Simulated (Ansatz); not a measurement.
## Geometry relaxation, with input and output: C3H5AlO

System: C3H5AlO.
Method: RKS PBE-D4/def2-SVP (Ansatz 0.2.0).

The geometry: force-field start. Figures and captions count atoms from 1; the log counts them from 0 in places.

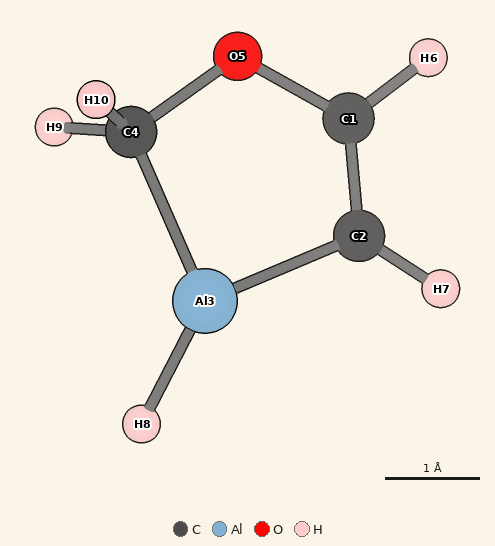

**Figure 1.** The input geometry (ball-and-stick view, seen at a tilt; atoms are numbered from 1 in the order of the input). Sticks mark near contacts.

**Input**
```yaml
crystal:
  periodic: [false, false, false]
  atoms:
    - {symbol: C, position_ang: [-0.818300, 0.360300, -1.011100]}
    - {symbol: C, position_ang: [-0.464300, -0.856900, -0.951500]}
    - {symbol: Al, position_ang: [0.842200, -1.044800, 0.417600]}
    - {symbol: C, position_ang: [0.684300, 0.877400, 0.845900]}
    - {symbol: O, position_ang: [-0.316100, 1.319300, -0.144800]}
    - {symbol: H, position_ang: [-1.610300, 0.728700, -1.747600]}
    - {symbol: H, position_ang: [-0.838200, -1.639200, -1.568700]}
    - {symbol: H, position_ang: [0.848700, -2.229900, 1.475200]}
    - {symbol: H, position_ang: [0.189100, 1.006600, 1.909100]}
    - {symbol: H, position_ang: [1.566000, 1.427200, 0.778800]}
basis:
  gaussian: {orbitals: def2-SVP}
hamiltonian: {xc: pbe, dispersion: d4}
relax: {f_tol: 0.03, max_steps: 200}
```

Run as:
```bash
ansatz run in.yaml --threads 2 --pin off --events-out ev --progress --plain --max-ram 4352MiB
```

**Output**
```
Functional definition: PBE
  name "PBE"
  cite "Perdew, Burke & Ernzerhof, Phys. Rev. Lett. 77, 3865 (1996) doi:10.1103/PhysRevLett.77.3865"
  parent pbe
  parameter kappa = 0.804
  parameter beta = 0.06672455060314922
  exchange = pbe_x(kappa = kappa, mu = beta*pi^2/3)
  correlation = pbe_c(beta = beta)
1100 factors; their error is unknown
mean field evaluation 1: about -11805.8862 eV, gradient 6.7e1 eV
mean field evaluation 2: about -11752.7853 eV, gradient 1.3e2 eV
mean field evaluation 4: about -11817.0742 eV, gradient 2.3e1 eV
mean field evaluation 8: about -11818.2661 eV, gradient 3.0e-1 eV
mean field evaluation 16: about -11818.2098 eV, gradient 1.5e-3 eV
mean field -11818.20984685 eV, -434.3112012014 hartree, gradient 9.8e-6 eV, S^2 0.000000; 0 other end points of the search recorded, 0 dependent functions left out
the calculation of the forces begins
reference -11818.20988343 eV, -434.3112025458 hartree; 22, 22 occupied and 77, 77 virtual orbitals, 1100 factors
relax step   1: F+E_penalty+E_count = -11818.42366312 eV  Δ(F+E_penalty+E_count) = +0.000e0 eV  max|allowed force component| = 5.524e0 eV/Å  Δτ_max = 0.0000 Å  (30 SCF iters, accepted)
these checks for a lower state are left out or cut short: starts, cluster_reference, orbital_swaps, neighbouring_geometries, increment
1100 factors; their error is unknown
mean field -11818.98017687 eV, -434.3395103073 hartree, gradient 1.8e-5 eV, S^2 0.000000; 0 other end points of the search recorded, 0 dependent functions left out
the calculation of the forces begins
reference -11818.98021429 eV, -434.3395116828 hartree; 22, 22 occupied and 77, 77 virtual orbitals, 1100 factors
relax step   2: F+E_penalty+E_count = -11819.19148369 eV  Δ(F+E_penalty+E_count) = -7.678e-1 eV  max|allowed force component| = 1.575e0 eV/Å  Δτ_max = 0.1966 Å  (29 SCF iters, accepted)
these checks for a lower state are left out or cut short: starts, cluster_reference, orbital_swaps, neighbouring_geometries, increment
1100 factors; their error is unknown
mean field evaluation 32: about -11819.1183 eV, gradient 1.3e-3 eV
mean field -11819.11825164 eV, -434.3445844617 hartree, gradient 1.3e-5 eV, S^2 0.000000; 0 other end points of the search recorded, 0 dependent functions left out
the calculation of the forces begins
reference -11819.11828907 eV, -434.3445858371 hartree; 22, 22 occupied and 77, 77 virtual orbitals, 1100 factors
relax step   3: F+E_penalty+E_count = -11819.32869542 eV  Δ(F+E_penalty+E_count) = -1.372e-1 eV  max|allowed force component| = 5.271e-1 eV/Å  Δτ_max = 0.1940 Å  (29 SCF iters, accepted)
these checks for a lower state are left out or cut short: starts, cluster_reference, orbital_swaps, neighbouring_geometries, increment
1100 factors; their error is unknown
mean field -11819.14191353 eV, -434.3454540200 hartree, gradient 9.1e-6 eV, S^2 0.000000; 0 other end points of the search recorded, 0 dependent functions left out
the calculation of the forces begins
reference -11819.14195112 eV, -434.3454554014 hartree; 22, 22 occupied and 77, 77 virtual orbitals, 1100 factors
relax step   4: F+E_penalty+E_count = -11819.35224754 eV  Δ(F+E_penalty+E_count) = -2.355e-2 eV  max|allowed force component| = 6.516e-1 eV/Å  Δτ_max = 0.1628 Å  (30 SCF iters, accepted)
these checks for a lower state are left out or cut short: starts, cluster_reference, orbital_swaps, neighbouring_geometries, increment
1100 factors; their error is unknown
mean field -11819.17238791 eV, -434.3465739331 hartree, gradient 1.7e-5 eV, S^2 0.000000; 0 other end points of the search recorded, 0 dependent functions left out
the calculation of the forces begins
reference -11819.17242535 eV, -434.3465753089 hartree; 22, 22 occupied and 77, 77 virtual orbitals, 1100 factors
relax step   5: F+E_penalty+E_count = -11819.38311639 eV  Δ(F+E_penalty+E_count) = -3.087e-2 eV  max|allowed force component| = 1.406e-1 eV/Å  Δτ_max = 0.0417 Å  (30 SCF iters, accepted)
these checks for a lower state are left out or cut short: starts, cluster_reference, orbital_swaps, neighbouring_geometries, increment
1100 factors; their error is unknown
mean field -11819.17623631 eV, -434.3467153589 hartree, gradient 1.7e-5 eV, S^2 0.000000; 0 other end points of the search recorded, 0 dependent functions left out
the calculation of the forces begins
reference -11819.17627368 eV, -434.3467167323 hartree; 22, 22 occupied and 77, 77 virtual orbitals, 1100 factors
relax step   6: F+E_penalty+E_count = -11819.38717346 eV  Δ(F+E_penalty+E_count) = -4.057e-3 eV  max|allowed force component| = 6.555e-2 eV/Å  Δτ_max = 0.0120 Å  (31 SCF iters, accepted)
these checks for a lower state are left out or cut short: starts, cluster_reference, orbital_swaps, neighbouring_geometries, increment
1100 factors; their error is unknown
mean field -11819.17728486 eV, -434.3467538924 hartree, gradient 1.7e-5 eV, S^2 0.000000; 0 other end points of the search recorded, 0 dependent functions left out
the calculation of the forces begins
reference -11819.17732220 eV, -434.3467552648 hartree; 22, 22 occupied and 77, 77 virtual orbitals, 1100 factors
relax step   7: F+E_penalty+E_count = -11819.38828679 eV  Δ(F+E_penalty+E_count) = -1.113e-3 eV  max|allowed force component| = 3.938e-2 eV/Å  Δτ_max = 0.0117 Å  (30 SCF iters, accepted)
these checks for a lower state are left out or cut short: starts, cluster_reference, orbital_swaps, neighbouring_geometries, increment
1100 factors; their error is unknown
mean field evaluation 64: about -11819.2323 eV, gradient 2.1e-3 eV
mean field -11819.17778290 eV, -434.3467721953 hartree, gradient 1.7e-5 eV, S^2 0.000000; 0 other end points of the search recorded, 0 dependent functions left out
the calculation of the forces begins
reference -11819.17782024 eV, -434.3467735672 hartree; 22, 22 occupied and 77, 77 virtual orbitals, 1100 factors
relax step   8: F+E_penalty+E_count = -11819.38878887 eV  Δ(F+E_penalty+E_count) = -5.021e-4 eV  max|allowed force component| = 2.343e-2 eV/Å  Δτ_max = 0.0124 Å  (31 SCF iters, accepted)
```

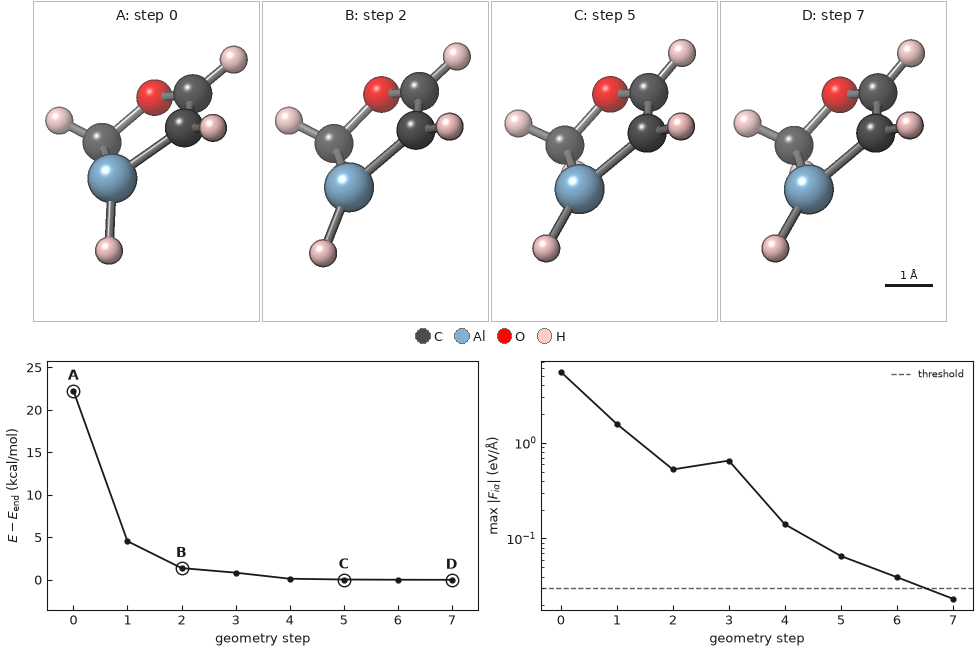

**Figure 2.** Frames of the relaxation (ball-and-stick view, seen at a tilt) above the curves, on which the letters mark them (the first geometry is step 0 here and step 1 in the log).

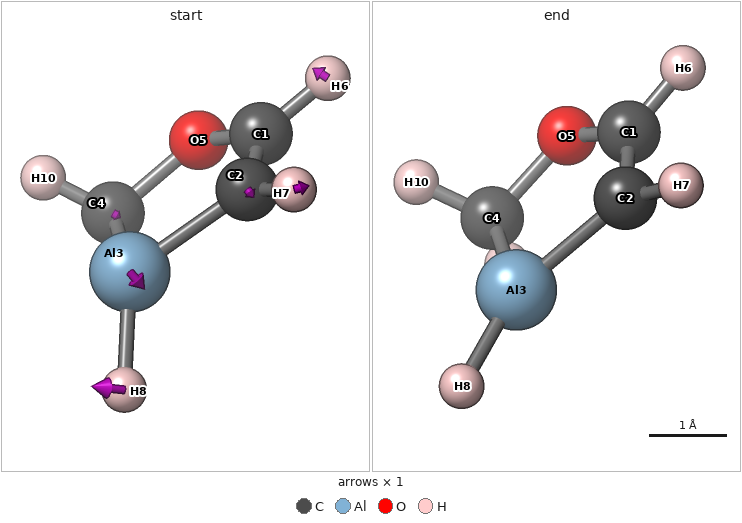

**Figure 3.** Before (left) and after (right) the relaxation, at one scale (ball-and-stick view, seen at a tilt). The pink arrows give the displacements, at true length. The atom that moves furthest after the best rigid fit is H8 (0.49 Å). Largest moves by element: H 0.49 Å, Al 0.32 Å, C 0.15 Å, O 0.08 Å. Among the contacts that change: C1–C2 1.269 → 1.371 Å, C4–H10 1.041 → 1.112 Å, C4–H9 1.180 → 1.114 Å, C1–O5 1.386 → 1.350 Å. Among the angles that change: C2–Al3–H8 123.8° → 138.3°, Al3–C2–H7 125.9° → 138.1°, C1–C2–H7 125.4° → 117.0°. The energy falls by 22.3 kcal/mol in 7 geometry steps. The largest force component goes from 5.5 to 0.023 eV/Å. (Atoms are counted from 1 in the order of the input.)

```
1100 factors; their error is unknown
mean field -11819.17778290 eV, -434.3467721953 hartree, gradient 1.8e-5 eV, S^2 0.000000; 1 other end points of the search recorded, 0 dependent functions left out
the calculation of the forces begins
reference -11819.17782024 eV, -434.3467735672 hartree; 22, 22 occupied and 77, 77 virtual orbitals, 1100 factors
Total energy: -11819.38882620 eV, -434.3545278934 hartree
Atom 0 at    -0.775194     0.384933    -1.017888 Å, force     0.023426    -0.007351     0.011350 eV/Å
Atom 1 at    -0.554742    -0.963390    -0.901382 Å, force    -0.003298    -0.005149    -0.016686 eV/Å
Atom 2 at     0.598893    -1.144748     0.610802 Å, force    -0.008792     0.011936    -0.003650 eV/Å
Atom 3 at     0.566845     0.837678     0.883747 Å, force    -0.011951    -0.000351     0.015260 eV/Å
Atom 4 at    -0.267279     1.333846    -0.203455 Å, force    -0.008007     0.010650     0.013108 eV/Å
Atom 5 at    -1.396574     0.862518    -1.798390 Å, force    -0.019539     0.014099    -0.019031 eV/Å
Atom 6 at    -1.036358    -1.613251    -1.645193 Å, force     0.003201    -0.009568     0.003377 eV/Å
Atom 7 at     1.324231    -2.309122     1.422082 Å, force     0.008970    -0.014524     0.010591 eV/Å
Atom 8 at     0.090161     1.176501     1.831551 Å, force     0.007821     0.003261    -0.006873 eV/Å
Atom 9 at     1.533116     1.383735     0.821026 Å, force     0.008169    -0.003001    -0.007448 eV/Å
Dipole moment:     0.053696     0.007696     0.074800 e Å
```

**Trajectory as extended XYZ (Å, eV, eV/Å), 8 frames, from step=1 to step=8**
```
10
Properties=species:S:1:pos:R:3:forces:R:3 step=1 energy=-11818.42366
C    -0.8183    0.3603   -1.0111   -1.8350   5.5000  -0.0826
C    -0.4643   -0.8569   -0.9515    2.4040  -5.5238   0.4204
Al    0.8422   -1.0448    0.4176   -0.8411  -0.2344   0.8923
C     0.6843    0.8774    0.8459   -3.2325  -1.4967   0.9387
O    -0.3161    1.3193   -0.1448    0.1514   0.5254  -0.4410
H    -1.6103    0.7287   -1.7476    0.7692   0.3532   0.9739
H    -0.8382   -1.6392   -1.5687   -0.6950  -0.6384  -0.9924
H     0.8487   -2.2299    1.4752    0.5837  -0.2928   0.0013
H     0.1891    1.0066    1.9091    0.8322  -0.1387  -1.5365
H     1.5660    1.4272    0.7788    1.8630   1.9462  -0.1741
10
Properties=species:S:1:pos:R:3:forces:R:3 step=2 energy=-11819.19148
C    -0.8262    0.3836   -0.9959   -0.1155   1.5754  -0.1331
C    -0.4492   -0.9005   -0.9838    0.7025  -1.5217   0.5723
Al    0.7110   -1.0981    0.5364   -0.2620  -0.1673   0.1363
C     0.6569    0.8776    0.8277   -0.9360  -0.4504   0.3386
O    -0.2919    1.3563   -0.1787   -0.1922  -0.4250  -0.2285
H    -1.5871    0.8120   -1.6958    0.3142   0.1062   0.3663
H    -0.8608   -1.6629   -1.6437   -0.3763   0.0659  -0.3728
H     0.9943   -2.3524    1.5244    0.2093   0.2509  -0.2184
H     0.1806    1.0403    1.8423    0.2179   0.1441  -0.4668
H     1.5553    1.4927    0.7700    0.4381   0.4219   0.0061
10
Properties=species:S:1:pos:R:3:forces:R:3 step=3 energy=-11819.32870
C    -0.7664    0.3980   -1.0413   -0.1967  -0.0788   0.5271
C    -0.5058   -0.9479   -0.9587    0.2285   0.0212   0.2403
Al    0.6463   -1.1273    0.5722    0.0189  -0.2264   0.0881
C     0.6176    0.8561    0.8542   -0.1001  -0.0607  -0.0564
O    -0.2600    1.3474   -0.2011   -0.0820  -0.3091  -0.3472
H    -1.5052    0.8688   -1.7171    0.1729   0.0496  -0.1637
H    -0.9843   -1.6682   -1.6426   -0.0304   0.2982  -0.0532
H     1.1865   -2.3527    1.4981   -0.0377   0.3105  -0.2455
H     0.1175    1.0963    1.8222    0.0019   0.0871  -0.0262
H     1.5370    1.4782    0.8170    0.0246  -0.0917   0.0367
10
Properties=species:S:1:pos:R:3:forces:R:3 step=4 energy=-11819.35225
C    -0.8079    0.3879   -0.9994    0.2933   0.0124  -0.6516
C    -0.5724   -0.9695   -0.9046   -0.1397   0.2842   0.0862
Al    0.5935   -1.1465    0.6097    0.1888  -0.2225   0.0836
C     0.5820    0.8388    0.8757    0.0352   0.1068   0.0440
O    -0.2569    1.3374   -0.2061   -0.2078  -0.1877  -0.0081
H    -1.3852    0.9030   -1.8163    0.1033  -0.3591   0.4603
H    -1.0306   -1.6462   -1.6504    0.0138   0.2477   0.1626
H     1.3383   -2.3298    1.4440   -0.1946   0.2775  -0.2025
H     0.0870    1.1544    1.8235    0.0390   0.0054   0.0168
H     1.5354    1.4193    0.8271   -0.1313  -0.1647   0.0086
10
Properties=species:S:1:pos:R:3:forces:R:3 step=5 energy=-11819.38312
C    -0.7743    0.3898   -1.0242   -0.0931   0.0563  -0.0998
C    -0.5662   -0.9619   -0.9015    0.0665   0.0379   0.0639
Al    0.6032   -1.1424    0.6058    0.0547  -0.0887   0.0173
C     0.5774    0.8400    0.8771   -0.0040   0.0246   0.0159
O    -0.2503    1.3386   -0.2142   -0.0500  -0.0890  -0.0406
H    -1.4019    0.8828   -1.8019    0.1322  -0.1406   0.1382
H    -1.0426   -1.6375   -1.6280   -0.0184   0.1152   0.0027
H     1.3285   -2.3196    1.4271   -0.0763   0.1155  -0.0797
H     0.0764    1.1499    1.8239    0.0228   0.0222  -0.0205
H     1.5329    1.4091    0.8388   -0.0344  -0.0533   0.0027
10
Properties=species:S:1:pos:R:3:forces:R:3 step=6 energy=-11819.38717
C    -0.7724    0.3877   -1.0232   -0.0385   0.0508  -0.0030
C    -0.5625   -0.9610   -0.8996    0.0655  -0.0541   0.0511
Al    0.6047   -1.1424    0.6061   -0.0075  -0.0118  -0.0128
C     0.5735    0.8392    0.8791   -0.0232  -0.0008   0.0171
O    -0.2542    1.3364   -0.2126   -0.0146  -0.0165  -0.0055
H    -1.3973    0.8719   -1.7999    0.0281  -0.0348   0.0147
H    -1.0442   -1.6273   -1.6284   -0.0209   0.0435  -0.0285
H     1.3255   -2.3127    1.4198   -0.0107   0.0189  -0.0114
H     0.0780    1.1571    1.8255    0.0168   0.0154  -0.0162
H     1.5320    1.3999    0.8361    0.0048  -0.0105  -0.0055
10
Properties=species:S:1:pos:R:3:forces:R:3 step=7 energy=-11819.38829
C    -0.7736    0.3859   -1.0202    0.0093   0.0136   0.0163
C    -0.5594   -0.9624   -0.8991    0.0279  -0.0394   0.0098
Al    0.6022   -1.1438    0.6084   -0.0180   0.0126  -0.0135
C     0.5698    0.8382    0.8815   -0.0172  -0.0008   0.0170
O    -0.2600    1.3348   -0.2087   -0.0078   0.0106   0.0124
H    -1.3947    0.8660   -1.7995   -0.0170   0.0045  -0.0234
H    -1.0420   -1.6189   -1.6361   -0.0081   0.0079  -0.0126
H     1.3259   -2.3099    1.4190    0.0086  -0.0128   0.0105
H     0.0829    1.1671    1.8280    0.0108   0.0073  -0.0082
H     1.5321    1.3916    0.8297    0.0115  -0.0035  -0.0085
10
Properties=species:S:1:pos:R:3:forces:R:3 step=8 energy=-11819.38879
C    -0.7752    0.3849   -1.0179    0.0234  -0.0073   0.0114
C    -0.5547   -0.9634   -0.9014   -0.0033  -0.0051  -0.0167
Al    0.5989   -1.1447    0.6108   -0.0088   0.0119  -0.0037
C     0.5668    0.8377    0.8837   -0.0120  -0.0004   0.0153
O    -0.2673    1.3338   -0.2035   -0.0080   0.0106   0.0131
H    -1.3966    0.8625   -1.7984   -0.0195   0.0141  -0.0190
H    -1.0364   -1.6133   -1.6452    0.0032  -0.0096   0.0034
H     1.3242   -2.3091    1.4221    0.0090  -0.0145   0.0106
H     0.0902    1.1765    1.8316    0.0078   0.0033  -0.0069
H     1.5331    1.3837    0.8210    0.0082  -0.0030  -0.0074
```

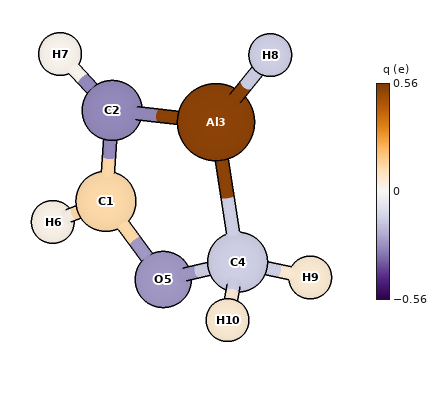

**Figure 4.** Mulliken charges, as the colour of each atom (ball-and-stick view, seen at a tilt; atoms are numbered from 1 in the order of the input). By element: C −0.29 to +0.13, Al +0.53, O −0.26 and H −0.14 to +0.06 e.

**Summary**

- outcome: converged
- total energy: −11819.3888 eV
- mean-field energy: −11819.1778 eV
- dispersion energy: −0.2110 eV
- SCF solution under orbital rotations: stable
- largest force (length of the vector) at the end: 0.031 eV/Å
- dipole moment: 0.44 D
- hardware: 2 threads of Arm Neoverse V1, 23 GiB of memory available, shared host
- wall time: 16 s (CPU time 30 s)
- peak memory: 0.13 GiB
